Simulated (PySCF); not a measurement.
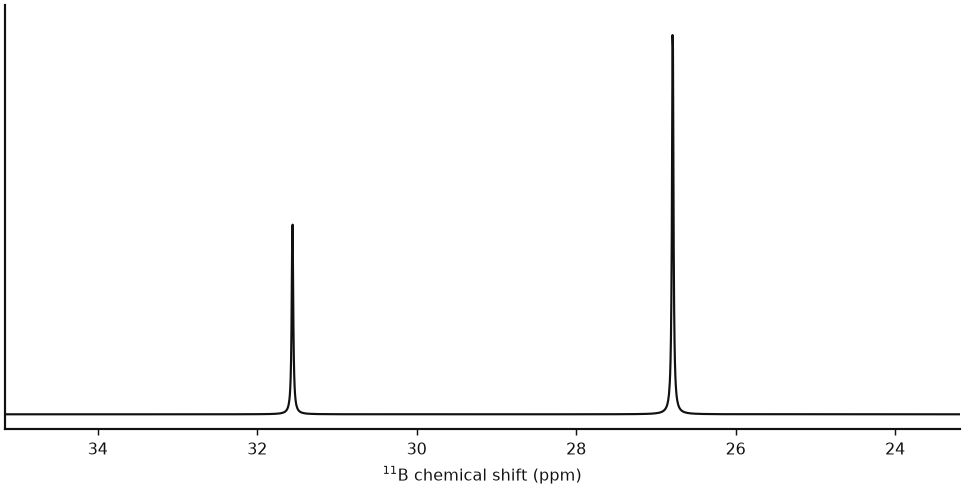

GIAO shifts, PBE0/pcSseg-1 (IEF-PCM chloroform), PySCF 2.14.0, at a PBE0-D3(BJ)/def2-SVP geometry (no frequency check), against BF₃.OEt₂ for ¹¹B computed at the same level. fully decoupled, line heights follow the number of nuclei, widths are arbitrary (no quadrupolar broadening); values of one conformer, averaged over methyl-type rotors and exact or near symmetry; other conformers aren't averaged in.

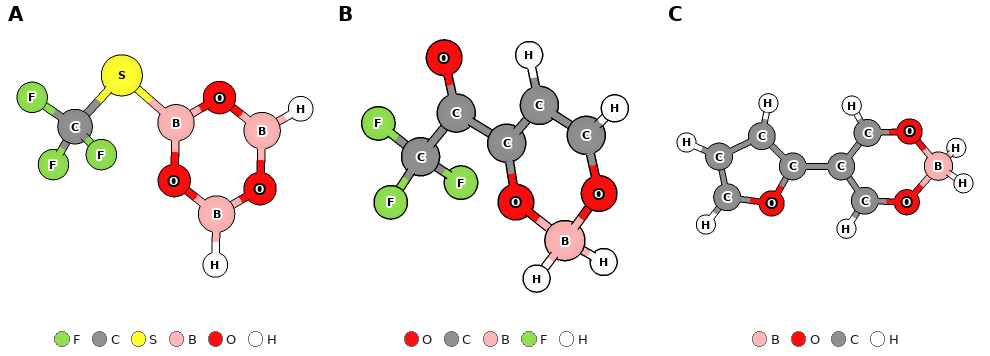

Which structure fits the spectrum? Choose among the lettered structures.

Answer. Structure A, CH₂B₃F₃O₃S, SMILES FC(F)(F)SB1OBOBO1. Its ¹¹B signals: 31.6 (1 B), 26.8 (2 B) ppm.
